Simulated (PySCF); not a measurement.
SMILES COCS (C2H6OS), singlet at its PBE0/def2-SVP optimised geometry (Å):

```
10

C      0.8378    -0.2611     1.1800
O      0.2490    -0.7320     0.0000
C     -1.1293    -0.7320     0.0000
S     -1.9268     0.9211     0.0000
H      0.5478    -0.8783     2.0529
H      0.5527     0.7864     1.3843
H      1.9268    -0.3207     1.0517
H     -1.5523    -1.2273     0.8965
H     -1.4559    -1.2834    -0.8920
H     -1.4888     1.2834    -1.2252
```

Calculation: PySCF with PBE0/def2-TZVP. Cells within 0.4 Å of a nucleus heavier than hydrogen are left out (blank, or x).

Map of the electron localisation function on the plane z = 1.5 Å:

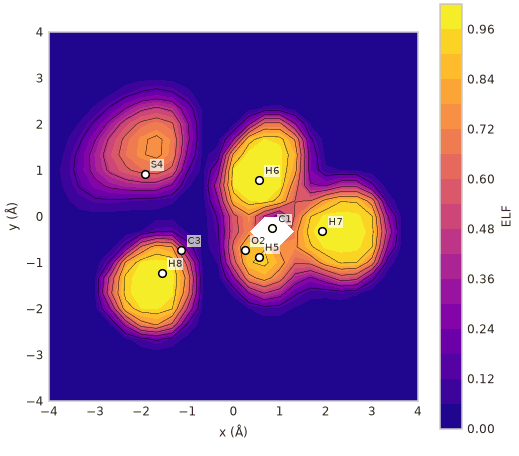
Figure. Electron localisation function on the plane z = 1.5 Å.
